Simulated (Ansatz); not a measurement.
A computed series for HfC: pressure series

The parent structure is HfC in the rock salt structure (space group Fm-3m, No. 225).

```
CELL_PARAMETERS angstrom
      0.00000     2.30361     2.30361
      2.30361     0.00000     2.30361
      2.30361     2.30361     0.00000
ATOMIC_POSITIONS crystal
  Hf 0.00000 0.00000 0.00000
  C  0.50000 0.50000 0.50000
```

Cell and atoms are relaxed at each pressure.

Level of theory: Kohn–Sham DFT with the PBEsol functional, run in Ansatz (a quantum-chemistry and plane-wave program) with PAW and 420 eV plane waves, no spin-orbit coupling.

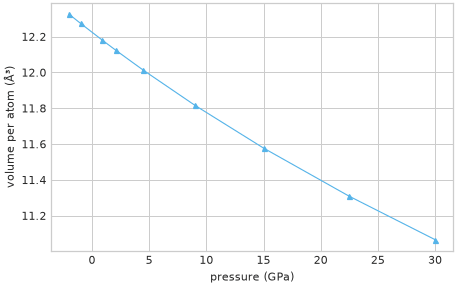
Figure: Volume against pressure

Problem. Estimate the zero-pressure bulk modulus from the plot.

Solution. About 250 GPa; a third-order Birch–Murnaghan fit to the points gives V₀ = 12.22 Å³/atom, B₀ = 248 GPa and B₀′ = 3.9.

Load acts through the strain it causes; cell and atoms are relaxed under it. Whether these cells are dynamically stable was not tested. No other phases were tried under pressure. All final runs are without spin polarisation.
